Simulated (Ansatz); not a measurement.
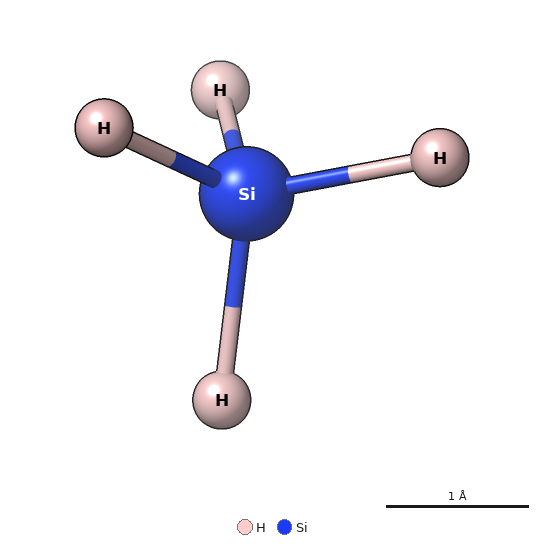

Depth is shown by fading: the farther an atom, the more it takes the colour of the background. The computed structure is the end point of a PBE0-D4/def2-TZVP optimisation. Masses are those of the most abundant isotopes; constants are for the rigid equilibrium geometry.

Q: What kind of rotor is it, and what are its rotational constants in MHz?

A: A spherical top (Td): A = B = C = 85303 MHz.
